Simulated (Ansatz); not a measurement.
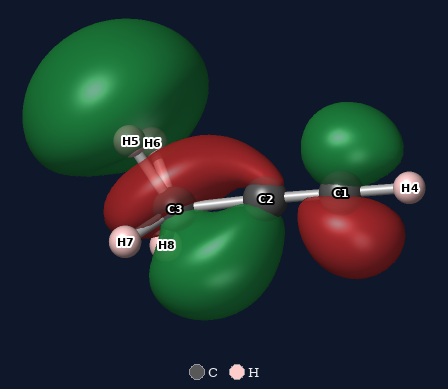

C₃H₅ (charge +1). One frontier orbital at ±0.1 Å⁻³ᐟ² (green and red are the two phases), seen at a tilt.

Geometry: PBE0-D4/def2-TZVP.

Theory: RKS PBE0-D4/def2-TZVPP in Ansatz 0.2.0.

Input file:

```
crystal:
  periodic: [false, false, false]
  atoms:
    - {symbol: C, position_ang: [-1.112565, 0.480316, -0.716459]}
    - {symbol: C, position_ang: [-0.260025, -0.027265, -0.049260]}
    - {symbol: C, position_ang: [0.747956, -0.675168, 0.729988]}
    - {symbol: H, position_ang: [-1.875909, 0.932741, -1.314260]}
    - {symbol: H, position_ang: [1.636052, 0.103980, 1.047426]}
    - {symbol: H, position_ang: [1.013083, -0.034667, 1.737970]}
    - {symbol: H, position_ang: [1.566253, -1.183076, 0.185899]}
    - {symbol: H, position_ang: [0.417691, -1.438709, 1.459056]}
basis:
  gaussian: {orbitals: def2-TZVPP}
total_charge: 1
hamiltonian: {xc: pbe0, dispersion: d4}
output: {orbitals: {seedname: orbitals}}
```

Launched as:

```sh
ansatz run in.yaml --threads 2 --pin off --events-out ev --progress --plain --max-ram 4352MiB
```

Which orbital is it: HOMO or LUMO?

Answer. The LUMO, at −6.50 eV. By Hirshfeld shares it lies mainly on C3 (about 25 %), H5 (about 20 %), H6 (about 20 %), C1 (about 10 %) and C2 (about 10 %).
